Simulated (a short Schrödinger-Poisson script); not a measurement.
Structure: MOS inversion layer, HfO2 on p-type Si(100), at 300 K.

| layer | material | thickness (nm) | Na (cm⁻³) |
|---|---|---|---|
| 1 | HfO2 | 13.1 | - |
| 2 | Si | 770 | 3.1e17 |

The device is made up for the run: typed textbook-type constants, with dimensions and the other settings drawn at random. HfO2: permittivity 22, conduction-band edge (eV) 1.55, gap (eV) 5.7, electron mass (mₑ) 0.2. Si: permittivity 11.7, conduction-band edge (eV) 0, gap (eV) 1.124, Nv at 300 K (cm⁻³) 3.1e19.

Channel valleys (confinement mass, in-plane density-of-states mass, number): Δ2 0.916, 0.19, 2; Δ4 0.19, 0.417, 4. At the gate the conduction-band edge of layer 1 lies 2.09 eV − eVg above the Fermi level of the channel; the field vanishes at the back. Gaps are held at their typed values at every temperature. Mesh 0.03 nm at interfaces.

Solved with a short Schrödinger-Poisson script written for these runs: 1D Poisson equation in equilibrium, electrons quantum, Hartree (BenDaniel-Duke, 12 states a valley, the channel's in-plane mass for all, wave functions ending at the dielectric), parabolic valleys, classical holes, full ionisation, no traps, pinning or gate leakage.

Only gate voltages with over 1e8 electrons/cm² are shown.

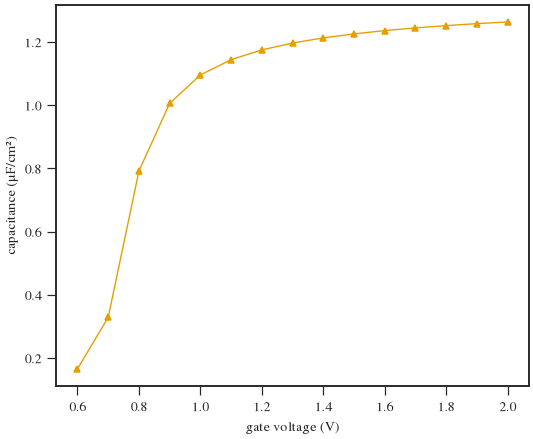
*Quasi-static capacitance against gate voltage*

```tsv
Vg (V)	electrons (cm⁻²)	C (μF/cm²)	Δ2 E0 (meV)	Δ2 E1 (meV)	Δ4 E0 (meV)	Δ4 E1 (meV)
0.6	1.98e9	0.166	212.6	267.1	262.9	352.7
0.7	4.58e10	0.329	130.4	187.1	182.7	275.9
0.8	3.47e11	0.792	76.4	136.1	131.7	227.8
0.9	8.97e11	1.01	49.6	113.0	108.7	207.0
1	1.55e12	1.10	33.2	100.3	96.0	196.3
1.1	2.24e12	1.14	21.2	91.9	87.8	189.7
1.2	2.96e12	1.17	11.6	85.7	81.7	185.1
1.3	3.70e12	1.20	3.4	80.9	77.0	181.7
1.4	4.45e12	1.21	-3.8	76.9	73.1	179.0
1.5	5.21e12	1.23	-10.4	73.5	69.8	176.8
1.6	5.98e12	1.24	-16.4	70.5	66.9	175.0
1.7	6.75e12	1.24	-22.1	67.8	64.3	173.4
1.8	7.53e12	1.25	-27.4	65.3	61.9	172.0
1.9	8.31e12	1.26	-32.5	63.1	59.7	170.7
2	9.10e12	1.26	-37.5	61.0	57.7	-
```

Subbands count from the Fermi level; a dash marks a level above the dielectric's band edge.
